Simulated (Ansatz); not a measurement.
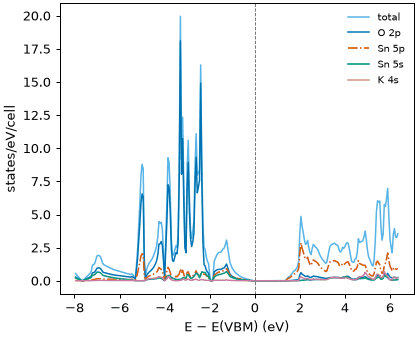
Figure: Total and projected density of states of K₂Sn₂O₃ in space group R-3m (No. 166; K on 3b, K on 3a, Sn on 6c, O on 9d), r²SCAN in the plane-wave PAW code Ansatz

Task: Which orbitals carry the states next to the gap?

Result: Top 1 eV of the valence band: Sn 5p 35 %, O 2p 33 %, Sn 5s 26 %. Bottom 1 eV of the conduction band: Sn 5p 61 %, O 2p 11 %, O 2s 6 %, outside the projected shells 15 %. Projections are on Löwdin-orthogonalised atomic valence shells; empty p or d shells of many metals are not among them.

Task: Where is the tallest occupied peak in this window, and what makes it?

Result: Near -3.3 eV, about 20 states/eV per cell; the largest projected share is O 2p.

The workflow started from a Materials Project entry (that database holds measured and hypothetical structures alike); the Crystallography Open Database files this formula in space group No. 166, but the cells were not matched. Its standing as an ambient phase is unchecked. The r²SCAN relaxation kept the symmetry of its start; its stability against distortions is not shown here. Scalar-relativistic: spin–orbit coupling is off unless named, which matters more the heavier the elements.

Potentials: the earlier of the program's two PAW sets. The files were generated under PBE; for other functionals the program regenerates the frozen cores, and for LDA and PBEsol the local potential too.
